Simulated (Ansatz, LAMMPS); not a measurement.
# Static equation of state of Zn15Cd21S36 with crystalline order left by the classical run (72 atoms)

Density of this cell: 4.41 g/cm³. The cell holds 72 atoms: 15 Zn, 21 Cd and 36 S. Cell: a = 12.253 Å, b = 12.242 Å, c = 11.274 Å, α = 90.0°, β = 90.0°, γ = 90.3°. The starting structure: 72 atoms (15 Zn, 21 Cd, 36 S) placed at random at 4.42 g/cm³, melted at 2500 K for 10 ps at fixed volume with the Stillinger-Weber II-VI potential (Zhou et al., Phys. Rev. B 88, 085309 (2013)). Quenched from 2500 K to 500 K at 6 K/ps and fixed volume, held 5 ps.

Calculated with Ansatz 0.2.0: Kohn-Sham DFT, PBE, PAW (set soft_1), plane waves; cutoff 420 eV, Γ point, gaussian smearing of 0.05 eV. Cell and atoms were relaxed first, to V0 = 23.487 Å³ an atom at a residual P0 = -0.007 GPa. The cell was then scaled evenly, and the atoms were relaxed at each volume.

| volume (Å³/atom) | pressure (GPa) |
| --- | --- |
| 21.138 | ? |
| 22.078 | 4.189 |
| 22.782 | 1.917 |
| 24.192 | -1.649 |
| 24.896 | -3.017 |

**Question.** Fit the third-order Birch–Murnaghan equation to the rows given and extrapolate to the withheld row.

Worked fit:

Take the Eulerian strain f = ½[(V0/V)^(2/3) − 1] and the normalised pressure F = (P − P0) / [3f(1 + 2f)^(5/2)]. The third-order Birch–Murnaghan equation is then the line F = B0 + (3/2)B0(B′ − 4) f, so u = f and v = F.

| u = f | v = F (GPa) |
| --- | --- |
| 0.0210564 | 59.9172 |
| 0.0102567 | 59.4266 |
| -0.00975678 | 58.9331 |
| -0.0190506 | 58.0385 |

With n = 4: mean u = 6.2643e-4, mean v = 59.0788, Σ(u − ū)² = 0.0010051, Σ(u − ū)(v − v̄) = 0.042461. Slope b = 0.042461 / 0.0010051 = 42.245; intercept a = v̄ − b ū = 59.052.

So B0 = a = 59.1 GPa and B′ = 4 + 2b/(3a) = 4.48. At the withheld volume f = 0.03638, F = a + b f = 60.59 GPa, and P = P0 + 3f(1 + 2f)^(5/2) F.

Prediction at 21.138: 7.876 GPa. The run gave 7.814 GPa, so the fit is high by 0.061 GPa (0.78 % of the value).

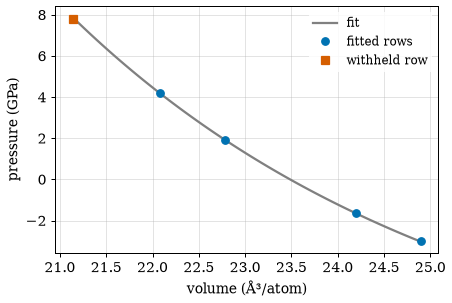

The fit, the rows that it rests on and the withheld row.

Among the rows given, the largest miss of the fit is at 24.896, by 0.011 GPa (0.10 % of the range of the table).

Limits: Static cells at zero temperature; the cell shape is held. The program notes that the SCF threshold of these relaxations is loose for the stress. The quench rate of 6 K/ps is many orders above laboratory rates, so the cell is likely richer in defects and strain than a real sample. The network of bonds at the start is that of the classical potential that made the cell, and needn't be the one that DFT or experiment would give. Only the Γ point is sampled, in a cell whose shortest periodic width is 11 Å.

[Hosts, paths, dates, database ids (printed as entryN), source tags and the programs' standing remarks are cut or masked in the printed files.]
